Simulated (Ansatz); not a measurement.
## Electronic structure of HOPSi (SMILES O=[Si]=P) in real space

Input file:

```
crystal:
  periodic: [false, false, false]
  atoms:
    - {symbol: O, position_ang: [-3.690778, 0.603410, -1.450649]}
    - {symbol: P, position_ang: [-0.610822, 1.851143, -0.087945]}
    - {symbol: Si, position_ang: [-2.406387, 1.125879, -0.829248]}
    - {symbol: H, position_ang: [-1.276909, 1.643678, 1.168426]}
basis:
  gaussian: {orbitals: def2-TZVPD}
total_charge: 0
hamiltonian: {xc: {name: PBE0}}
output: {forces: true, orbitals: {seedname: orbitals}}
```

Command:

```sh
ansatz run input.yaml --threads 1 --pin off --max-ram 2610MiB --events-out events.jsonl --progress --plain --runs-dir runs
```

Geometry: B3LYP-D3(BJ)/6-311G**.

Method: isolated molecule in a Gaussian basis; Kohn-Sham density functional theory, functional PBE0 in Ansatz.

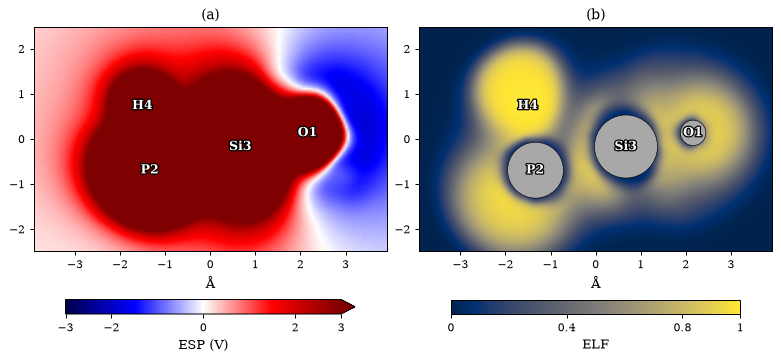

Figure 1. (a) molecular electrostatic potential; (b) electron localisation function on the molecular plane. Grey discs cover the atomic cores in the ELF map.

What does the map show?

The plane passes through O, P, Si and H nuclei.
Si–O (1.52 Å): the ELF peaks at about 0.80 between the atoms: a polar covalent bond.
Si–P (2.07 Å): the ELF peaks at about 0.80 between the atoms (a covalent bond).
P–H (1.44 Å): the ELF climbs to about 1 towards the hydrogen, as it does in any bond to H.
The ELF also peaks beside P2 and O1, away from the bonds: lone-pair regions.
Outside the dense part of the molecule the potential is most negative (−1.8 V) near O1.

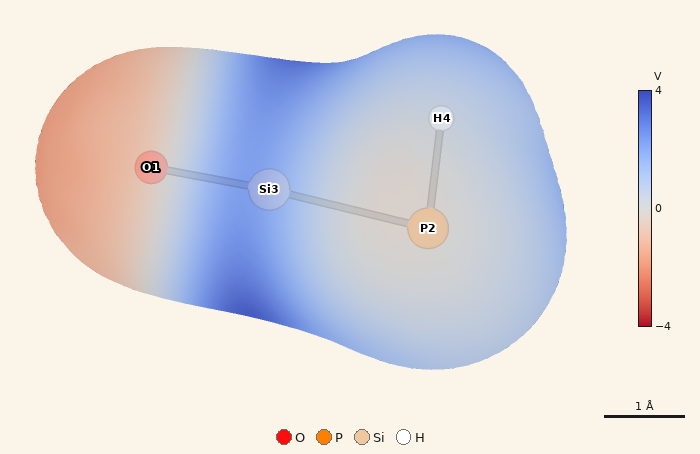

Figure 2. The molecular electrostatic potential painted on the density surface at 0.004 e/bohr³, seen at a tilt; red is negative and blue positive.

Where is the surface potential most negative and most positive?

The most negative region (about −1.8 V, or −42 kcal/mol for a unit charge) lies over O1, the most positive (about +3.5 V, or +81 kcal/mol for a unit charge) over Si3. O1 is the likeliest acceptor of a hydrogen bond.

How polar is the molecule by this calculation?

Its dipole moment is 2.38 D.

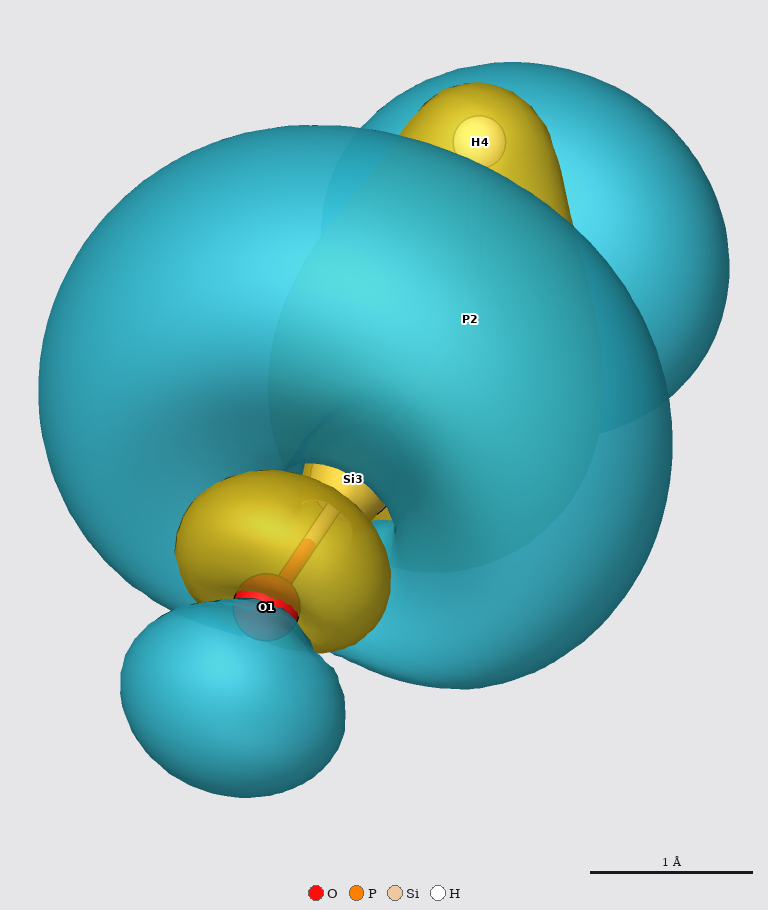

Figure 3. The LUMO at ±0.08 Å⁻³ᐟ² (yellow and cyan are the two phases), seen at an oblique angle.

Where does this orbital lie, and at what energy?

Its weight (Hirshfeld) is mainly on Si3 (about 50 %), P2 (about 30 %) and O1 (about 15 %); it is symmetric in the molecular plane (an in-plane orbital: σ, lone-pair or in-plane π type). Its energy is −2.62 eV.
